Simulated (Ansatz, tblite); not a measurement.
**B2(OH)4 (B2H4O4): charged states by level of theory**

What does removing or adding an electron cost or gain for B2(OH)4 (B2H4O4)? Each charged state is run at several levels.

Program: Ansatz 0.2.0, Gaussian basis. Level of theory: as each input shows. These are calculated values, not measurements.

The runs, in order: charge +1 doublet, at the geometry of the singlet (PBE0-D4/def2-TZVP, PBE-D4/def2-TZVP, revPBE-D4/def2-TZVP); charge -1 doublet, at the geometry of the singlet (PBE0-D4/def2-TZVPD, PBE-D4/def2-TZVPD, revPBE-D4/def2-TZVPD); the starting singlet's energies come from earlier runs.

2 further runs of the same task are left out: 2 set aside as unsound or not needed.

## (1) The relaxed structure

The geometry is that of the singlet, from an earlier relaxation (PBE-D4/def2-SVP).

10 atoms, charge 0, spin multiplicity 1.

Atoms are counted from 1 here; the program's logs count them from 0.

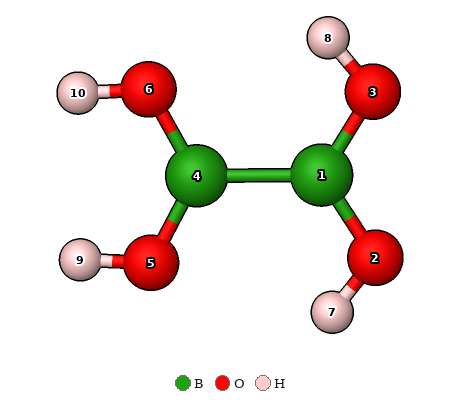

The geometry (boron green, oxygen red, hydrogen pink); atoms are numbered from 1 in the order of the file.

Coordinates:

```
B    -0.98193    0.33216   -0.49720
O    -2.08490   -0.48451   -0.54456
O    -1.11940    1.56898   -1.07784
B     0.49387   -0.16728    0.25010
O     0.54476   -1.42683    0.80888
O     1.55152    0.71744    0.25264
H    -1.88113   -1.33051   -0.10806
H    -0.28540    2.06332   -0.98925
H     1.39693   -1.66802    1.22027
H     2.36568    0.39525    0.68502
```

## (2) Charge +1 doublet at the fixed geometry, PBE0-D4/def2-TZVP

The input, in.yaml:

```yaml
crystal:
  periodic: [false, false, false]
  atoms:
    - {symbol: B, position_ang: [-0.981930, 0.332163, -0.497201]}
    - {symbol: O, position_ang: [-2.084903, -0.484511, -0.544557]}
    - {symbol: O, position_ang: [-1.119398, 1.568978, -1.077844]}
    - {symbol: B, position_ang: [0.493868, -0.167277, 0.250104]}
    - {symbol: O, position_ang: [0.544757, -1.426829, 0.808878]}
    - {symbol: O, position_ang: [1.551523, 0.717439, 0.252636]}
    - {symbol: H, position_ang: [-1.881134, -1.330506, -0.108060]}
    - {symbol: H, position_ang: [-0.285395, 2.063317, -0.989250]}
    - {symbol: H, position_ang: [1.396932, -1.668017, 1.220271]}
    - {symbol: H, position_ang: [2.365679, 0.395252, 0.685024]}
basis:
  gaussian: {orbitals: def2-TZVP}
total_charge: 1
magnetization: {spin_polarized: true, initial_magnetization: 1}
hamiltonian: {xc: pbe0, dispersion: d4}
scf: {omitted_lower_state_checks: [starts]}
output: {orbitals: {seedname: orbitals}}
```

Launch:

```
$ ansatz run in.yaml --threads 2 --pin off --events-out ev --progress --plain --max-ram 32768MiB --backend cpu
```

Log:

```text
Functional definition: PBE0
  name "PBE0"
  cite "Adamo & Barone, J. Chem. Phys. 110, 6158 (1999) doi:10.1063/1.478522"
  cite "Perdew, Burke & Ernzerhof, Phys. Rev. Lett. 77, 3865 (1996) doi:10.1103/PhysRevLett.77.3865"
  parent pbe
  parameter a = 0.25
  parameter kappa = 0.804
  parameter beta = 0.06672455060314922
  exchange = (1 - a)*pbe_x(kappa = kappa, mu = beta*pi^2/3) + a*exact_x
  correlation = pbe_c(beta = beta)
these checks for a lower state are left out or cut short: starts
1118 factors; their error is unknown
mean field evaluation 1: about -9575.6498 eV, gradient 7.9e1 eV
mean field evaluation 2: about -9544.6790 eV, gradient 1.2e2 eV
mean field evaluation 4: about -9594.1874 eV, gradient 7.3e0 eV
mean field evaluation 8: about -9594.3745 eV, gradient 1.3e-1 eV
mean field evaluation 16: about -9594.3910 eV, gradient 9.1e-4 eV
mean field -9594.39101708 eV, -352.5873665659 hartree, gradient 8.6e-6 eV, S^2 0.755106; 0 other end points of the search recorded, 0 dependent functions left out
reference -9594.39104472 eV, -352.5873675816 hartree; 23, 22 occupied and 187, 188 virtual orbitals, 1118 factors
Total energy: -9594.51473727 eV, -352.5919131991 hartree
Checks for a lower state left out: starts
```

Run time: 11 s. Hardware: 2 threads of AMD EPYC 7R13, shared host; peak memory 0.59 GiB.

From the report: HOMO -15.45 eV, LUMO -12.77 eV (over both spins); ⟨S²⟩ 0.755 (pure: 0.75).

## (3) Charge +1 doublet at the fixed geometry, PBE-D4/def2-TZVP

start.molden holds the orbitals of an earlier run on this state, given as this run's starting guess.

Edit in.yaml of step 2 so:

```diff
@@ -14,6 +14,6 @@
 basis:
-  gaussian: {orbitals: def2-TZVP}
+  gaussian: {orbitals: def2-TZVP, initial_orbitals: start.molden}
 total_charge: 1
 magnetization: {spin_polarized: true, initial_magnetization: 1}
-hamiltonian: {xc: pbe0, dispersion: d4}
+hamiltonian: {xc: pbe, dispersion: d4}
 scf: {omitted_lower_state_checks: [starts]}
```

Same command.

Log:

```text
Functional definition: PBE
  name "PBE"
  cite "Perdew, Burke & Ernzerhof, Phys. Rev. Lett. 77, 3865 (1996) doi:10.1103/PhysRevLett.77.3865"
  parent pbe
  parameter kappa = 0.804
  parameter beta = 0.06672455060314922
  exchange = pbe_x(kappa = kappa, mu = beta*pi^2/3)
  correlation = pbe_c(beta = beta)
these checks for a lower state are left out or cut short: starts
1118 factors; their error is unknown
mean field evaluation 1: about -9594.4819 eV, gradient 7.8e0 eV
mean field evaluation 2: about -9594.6403 eV, gradient 1.9e-1 eV
mean field evaluation 4: about -9594.6361 eV, gradient 1.7e-3 eV
mean field evaluation 8: about -9594.6361 eV, gradient 2.2e-5 eV
mean field -9594.63610639 eV, -352.5963734321 hartree, gradient 7.0e-6 eV, S^2 0.752228; 0 other end points of the search recorded, 0 dependent functions left out
reference -9594.63614468 eV, -352.5963748391 hartree; 23, 22 occupied and 187, 188 virtual orbitals, 1118 factors
Total energy: -9594.78353833 eV, -352.6017914556 hartree
Checks for a lower state left out: starts
```

It took 6 s on 2 threads of AMD EPYC 7R13, shared host.

From the report: HOMO -13.70 eV, LUMO -13.45 eV (over both spins); ⟨S²⟩ 0.752 (pure: 0.75).

## (4) Charge +1 doublet at the fixed geometry, revPBE-D4/def2-TZVP

Edit in.yaml of step 3 so:

```diff
@@ -17,3 +17,3 @@
 magnetization: {spin_polarized: true, initial_magnetization: 1}
-hamiltonian: {xc: pbe, dispersion: d4}
+hamiltonian: {xc: {name: revPBE}, dispersion: d4}
 scf: {omitted_lower_state_checks: [starts]}
```

Same command.

Log:

```text
Functional definition: revPBE
  name "revPBE"
  cite "Zhang & Yang, Phys. Rev. Lett. 80, 890 (1998) doi:10.1103/PhysRevLett.80.890"
  cite "Perdew, Burke & Ernzerhof, Phys. Rev. Lett. 77, 3865 (1996) doi:10.1103/PhysRevLett.77.3865"
  parameter kappa = 1.245
  parameter beta = 0.06672455060314922
  exchange = pbe_x(kappa = kappa, mu = beta*pi^2/3)
  correlation = pbe_c(beta = beta)
these checks for a lower state are left out or cut short: starts
1118 factors; their error is unknown
mean field evaluation 1: about -9602.1809 eV, gradient 8.2e0 eV
mean field evaluation 2: about -9602.3038 eV, gradient 1.8e-1 eV
mean field evaluation 4: about -9602.2999 eV, gradient 1.6e-3 eV
mean field evaluation 8: about -9602.2999 eV, gradient 2.0e-5 eV
mean field -9602.29993435 eV, -352.8780139146 hartree, gradient 6.2e-6 eV, S^2 0.752452; 0 other end points of the search recorded, 0 dependent functions left out
reference -9602.29998228 eV, -352.8780156763 hartree; 23, 22 occupied and 187, 188 virtual orbitals, 1118 factors
Total energy: -9602.78711089 eV, -352.8959173224 hartree
Checks for a lower state left out: starts
```

It took 6.5 s on 2 threads of AMD EPYC 7R13, shared host.

From the report: HOMO -13.62 eV, LUMO -13.36 eV (over both spins); ⟨S²⟩ 0.752 (pure: 0.75).

## (5) Vertical ionisation energy

Charged state less starting state, singlet to doublet; the starting state's energies are those of its earlier runs.

```
              level  vertical ionisation energy (eV)   time
   PBE-D4/def2-TZVP                           +10.07  9.2 s
revPBE-D4/def2-TZVP                           +10.04  9.3 s
  PBE0-D4/def2-TZVP                           +10.49   14 s
```

Times add the two runs; a level without a time comes out of a correlated run.

Beside −ε(HOMO) of the starting state:

```
              level  −ε(HOMO) (eV)  by difference (eV)  mismatch (eV)
   PBE-D4/def2-TZVP           6.65               10.07          -3.43
revPBE-D4/def2-TZVP           6.58               10.04          -3.46
  PBE0-D4/def2-TZVP           8.15               10.49          -2.34
```

## (6) Charge -1 doublet at the fixed geometry, PBE0-D4/def2-TZVPD

Edit in.yaml of step 4 so:

```diff
@@ -14,6 +14,6 @@
 basis:
-  gaussian: {orbitals: def2-TZVP, initial_orbitals: start.molden}
-total_charge: 1
+  gaussian: {orbitals: def2-TZVPD}
+total_charge: -1
 magnetization: {spin_polarized: true, initial_magnetization: 1}
-hamiltonian: {xc: {name: revPBE}, dispersion: d4}
+hamiltonian: {xc: pbe0, dispersion: d4}
 scf: {omitted_lower_state_checks: [starts]}
```

Launched as before.

Log (excerpt; [...] marks lines left out):

```text
Functional definition: PBE0
  name "PBE0"
  cite "Adamo & Barone, J. Chem. Phys. 110, 6158 (1999) doi:10.1063/1.478522"
  cite "Perdew, Burke & Ernzerhof, Phys. Rev. Lett. 77, 3865 (1996) doi:10.1103/PhysRevLett.77.3865"
  parent pbe
[...]
1270 factors; their error is unknown
[...]
a density is far from that of the atoms, so the factors are made again for it
1830 factors; integrals over basis functions are off by at most 8.5e-4 eV
mean field -9604.71130547 eV, -352.9666301688 hartree, gradient 1.3e-5 eV, S^2 0.750157; 0 other end points of the search recorded, 0 dependent functions left out
reference -9604.71134475 eV, -352.9666316122 hartree; 24, 23 occupied and 246, 247 virtual orbitals, 1830 factors
Total energy: -9604.87084519 eV, -352.9724931456 hartree
Checks for a lower state left out: starts
```

It took 31 s on 2 threads of AMD EPYC 7R13, shared host; peak memory 1.1 GiB.

HOMO 1.40 eV, LUMO 2.78 eV (over both spins); ⟨S²⟩ 0.750 (pure: 0.75). Doubts: highest occupied level lies above zero.

## (7) Charge -1 doublet at the fixed geometry, PBE-D4/def2-TZVPD

Edit in.yaml of step 6 so:

```diff
@@ -14,6 +14,6 @@
 basis:
-  gaussian: {orbitals: def2-TZVPD}
+  gaussian: {orbitals: def2-TZVPD, initial_orbitals: start.molden}
 total_charge: -1
 magnetization: {spin_polarized: true, initial_magnetization: 1}
-hamiltonian: {xc: pbe0, dispersion: d4}
+hamiltonian: {xc: pbe, dispersion: d4}
 scf: {omitted_lower_state_checks: [starts]}
```

Same command.

Log:

```text
Functional definition: PBE
  name "PBE"
  cite "Perdew, Burke & Ernzerhof, Phys. Rev. Lett. 77, 3865 (1996) doi:10.1103/PhysRevLett.77.3865"
  parent pbe
  parameter kappa = 0.804
  parameter beta = 0.06672455060314922
  exchange = pbe_x(kappa = kappa, mu = beta*pi^2/3)
  correlation = pbe_c(beta = beta)
these checks for a lower state are left out or cut short: starts
1270 factors; their error is unknown
mean field evaluation 1: about -9604.5072 eV, gradient 7.8e0 eV
mean field evaluation 2: about -9604.6573 eV, gradient 1.8e-1 eV
mean field evaluation 4: about -9604.6468 eV, gradient 2.4e-2 eV
mean field evaluation 8: about -9604.6467 eV, gradient 1.4e-5 eV
a density is far from that of the atoms, so the factors are made again for it
1827 factors; integrals over basis functions are off by at most 8.6e-4 eV
mean field -9604.64660868 eV, -352.9642526057 hartree, gradient 1.4e-5 eV, S^2 0.750178; 0 other end points of the search recorded, 0 dependent functions left out
reference -9604.64665706 eV, -352.9642543837 hartree; 24, 23 occupied and 246, 247 virtual orbitals, 1827 factors
Total energy: -9604.83665547 eV, -352.9712366964 hartree
Checks for a lower state left out: starts
```

Run time: 20 s. Hardware: 2 threads of AMD EPYC 7R13, shared host; peak memory 0.91 GiB.

HOMO 1.74 eV, LUMO 2.18 eV (over both spins); ⟨S²⟩ 0.750 (pure: 0.75). Doubts: highest occupied level lies above zero.

## (8) Charge -1 doublet at the fixed geometry, revPBE-D4/def2-TZVPD

Edit in.yaml of step 7 so:

```diff
@@ -17,3 +17,3 @@
 magnetization: {spin_polarized: true, initial_magnetization: 1}
-hamiltonian: {xc: pbe, dispersion: d4}
+hamiltonian: {xc: {name: revPBE}, dispersion: d4}
 scf: {omitted_lower_state_checks: [starts]}
```

Launched as before.

Log (excerpt; [...] marks lines left out):

```text
Functional definition: revPBE
  name "revPBE"
  cite "Zhang & Yang, Phys. Rev. Lett. 80, 890 (1998) doi:10.1103/PhysRevLett.80.890"
  cite "Perdew, Burke & Ernzerhof, Phys. Rev. Lett. 77, 3865 (1996) doi:10.1103/PhysRevLett.77.3865"
[...]
1270 factors; their error is unknown
[...]
a density is far from that of the atoms, so the factors are made again for it
1828 factors; integrals over basis functions are off by at most 8.6e-4 eV
[...]
mean field -9612.18173255 eV, -353.2411633006 hartree, gradient 2.0e-5 eV, S^2 0.750149; 0 other end points of the search recorded, 0 dependent functions left out
reference -9612.18179371 eV, -353.2411655482 hartree; 24, 23 occupied and 246, 247 virtual orbitals, 1828 factors
Total energy: -9612.81130357 eV, -353.2642996087 hartree
Checks for a lower state left out: starts
```

It took 21 s on 2 threads of AMD EPYC 7R13, shared host; peak memory 0.91 GiB.

HOMO 1.77 eV, LUMO 2.20 eV (over both spins); ⟨S²⟩ 0.750 (pure: 0.75). Doubts: highest occupied level lies above zero.

## (9) Vertical electron affinity

Starting state less charged state (positive: the electron is bound), singlet to doublet; the starting state's energies are those of its earlier runs.

```
               level  vertical electron affinity (eV)  time
   PBE-D4/def2-TZVPD                            -0.14  25 s
revPBE-D4/def2-TZVPD                            -0.15  25 s
  PBE0-D4/def2-TZVPD                            -0.23  37 s
```

Times add the two runs; a level without a time comes out of a correlated run.

Beside −ε(LUMO) of the starting state:

```
               level  −ε(LUMO) (eV)  by difference (eV)  mismatch (eV)
   PBE-D4/def2-TZVPD           1.56               -0.14          +1.71
revPBE-D4/def2-TZVPD           1.46               -0.15          +1.60
  PBE0-D4/def2-TZVPD           0.72               -0.23          +0.95
```

## (10) Outcome

```
                                             quantity                                    value
 vertical ionisation energy, functionals in def2-TZVP  10.04 (revPBE-D4) to 10.49 eV (PBE0-D4)
vertical electron affinity, functionals in def2-TZVPD     -0.23 (PBE0-D4) to -0.14 eV (PBE-D4)
```

What this shows: The vertical ionisation energy spans 10.04 to 10.49 eV over the functionals. −ε(HOMO) misses the level's own difference by -2.34 eV at best (PBE0-D4) and -3.46 eV at worst (revPBE-D4). The vertical electron affinity spans -0.23 to -0.14 eV over the functionals. A negative affinity means an unbound electron, held by the basis alone. −ε(LUMO) misses the level's own difference by +0.95 eV at best (PBE0-D4) and +1.71 eV at worst (PBE-D4).
